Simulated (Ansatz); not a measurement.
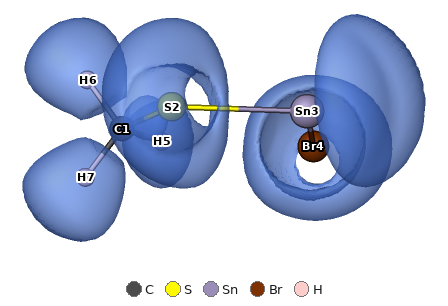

*CH3BrSSn. Isosurface of the ELF at 0.8 (blue), seen from one side. Only the valence region is drawn (cores and ρ < 0.01 e/Å³ removed).*

Geometry: PBE0-D4/def2-TZVP; core potentials replace the inner electrons of Sn.

Level of theory: RKS PBE0-D4/def2-TZVPP (Ansatz).

```xyz
7

C     0.3136    0.9394   -0.0437
S     0.1657   -0.1370   -1.4922
Sn   -0.6116   -2.3304   -0.8656
Br   -0.8484   -2.0320    1.6466
H     0.0499    0.4101    0.8710
H    -0.3512    1.7919   -0.1796
H     1.3434    1.2901    0.0179
```

### Describe the localisation domains.

The ELF exceeds this value in one region between bonded C–S atoms (shared pairs), three regions around hydrogen nuclei, one ring or bowl of non-bonding electrons around Br, one lobe on Sn, pointing away from the bonds (lone pairs) and one region wrapped around S (its valence shell).

Values along the shortest contacts:
C–S (1.81 Å): the ELF peaks at about 0.90 between the atoms: localised, covalent bonding. Sn–S (2.41 Å): the ELF peaks at about 0.85 in the valence shell of S, 0.9 Å from its nucleus, and drops to about 0.20 between the two atoms.
